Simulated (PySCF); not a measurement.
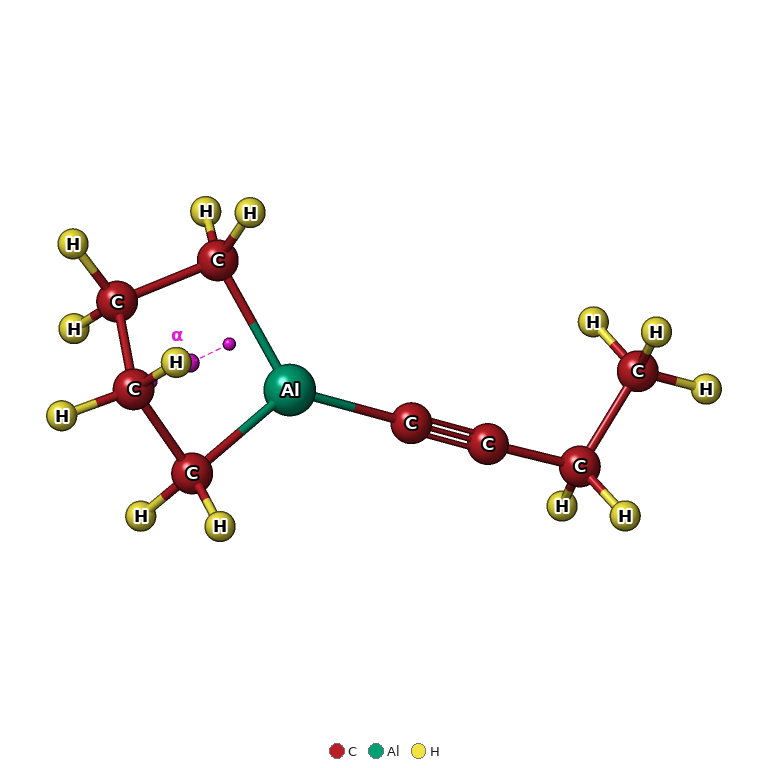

The small points mark where nucleus-independent chemical shifts (NICS) were computed: at the centre of each lettered ring and 1 Å above and below it. Computed geometry: GFN2-xTB optimisation. No frequency run is at hand to confirm it as a minimum. Method: GIAO PBE0/pcSseg-1 NMR shielding, non-relativistic, gas phase (PySCF 2.14.0).

Give NICS(0), NICS(1) and the out-of-plane component NICS(1)zz for each ring (means of the two sides).

```json
{"ring": "α", "members": "C4Al", "NICS(0)": "−3.6", "NICS(1)": "−3.3", "NICS(1)zz": "−1.6"}
```

Values in ppm.

What do the values say about the ring currents?

Ring α: weak, as in a non-aromatic ring. NICS is one index among several.

The geometry is semi-empirical. Around Al such bond lengths and angles can be off by a tenth of an ångström or more and by several degrees, and values that hang on the shape move with them.
